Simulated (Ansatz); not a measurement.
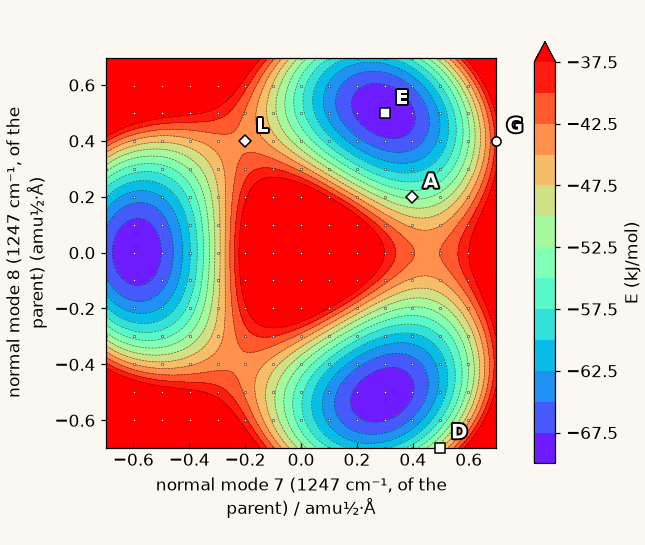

CH3BN, spin multiplicity 2. First axis: normal mode 7 (1247 cm⁻¹, of the parent). Second axis: normal mode 8 (1247 cm⁻¹, of the parent). Nothing is relaxed (straight displacements along the two mass-weighted modes). The scan uses a 15 × 15 grid. Points are written as (first, second). Energies: kJ/mol, counted from the ion of charge +0 at the geometry of the relaxed parent of charge -1. Near the degeneracy a single determinant is a rough description. Method: Ansatz 0.2.0, UHF/def2-SVPD.

The picture shows filled contours, dots at the grid points, one colour for all values above the top of the scale, lettered points. Between grid points the surface is interpolated.

Question: Is E the lowest point of the computed grid?

Answer: Yes. E, at (0.299 amu½·Å, 0.498 amu½·Å), has the lowest energy of the grid.

Question: What kind of point is each of A, E, L: minimum, saddle, maximum or slope?

Answer: A: on a slope; E: minimum; L: saddle point. (In these two coordinates alone; a stationary point may lie a little off the grid point.)
